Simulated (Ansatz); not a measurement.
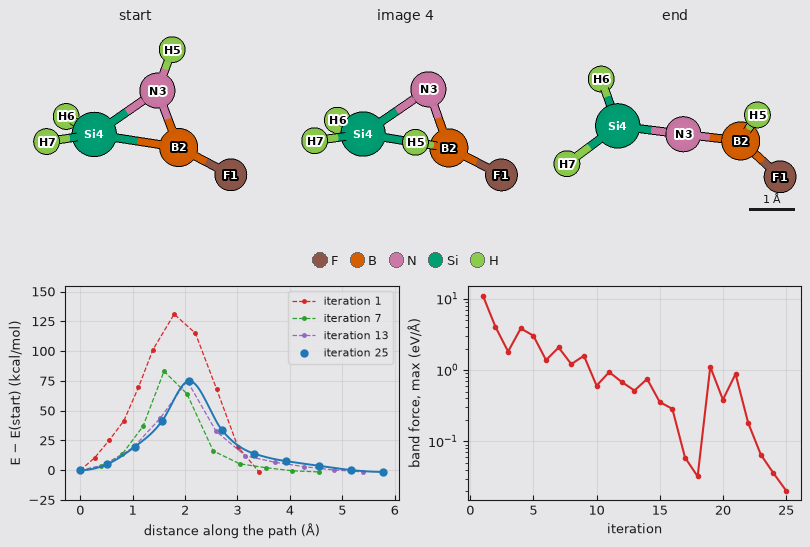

A search for the minimum-energy path of BSiNH3F by the nudged elastic band. Images are numbered from 0 (start) to 10 (end). The plot follows the band through its iterations. A ball-and-stick model, seen at a tilt.

These are results of RKS B3LYP/def2-SVP in Ansatz, not measurements. Run with 9 movable images; climbing image; force threshold 0.03 eV/Å; iteration limit 59; starting path through a guess of the saddle point.

### Judge this run.

The result is final at these settings. The band converged in 25 iterations. The largest component of the band force went from 11 to 0.02 eV/Å. The climbing image converged on the top of the path. Its vibrational analysis gives one imaginary mode (1295i cm⁻¹), as a transition state must have. The first iteration put the highest image at 131.0 kcal/mol. Forward barrier 74.9 kcal/mol, backward barrier 76.3 kcal/mol, with image 4 at the top; the reaction energy is −1.4 kcal/mol.
